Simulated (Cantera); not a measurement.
Feed: 1 mol CH3SiCl3, 0.05 mol C2H4, 2.2 mol H2, at 1748.15 K.

Equilibrium computed with Cantera from the NASA thermochemical tables; the gas is ideal and each condensed phase is pure. Candidate condensed phases: C, C6H6, C7H8, C8H18, Si, SiC; 109 gas species. The feed counts by its element totals alone. The tables' values for SiCl3, SiCl are old estimates; treat these amounts as uncertain. Equilibrium is a limit: real reactors are often held back by kinetics, nucleation or transport.

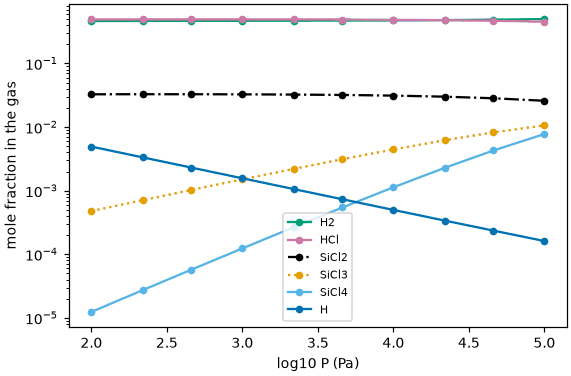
Figure: Equilibrium gas composition (values under 1e-9 drawn at 1e-9)

From 0.00100 bar to 1.00 bar the condensed part is C(graphite) + SiC(s). The main Si-bearing gas is SiCl2 throughout. The share of Si in condensed phases is highest at 0.00100 bar (82.2 %) and lowest at 1.00 bar (75.8 %).
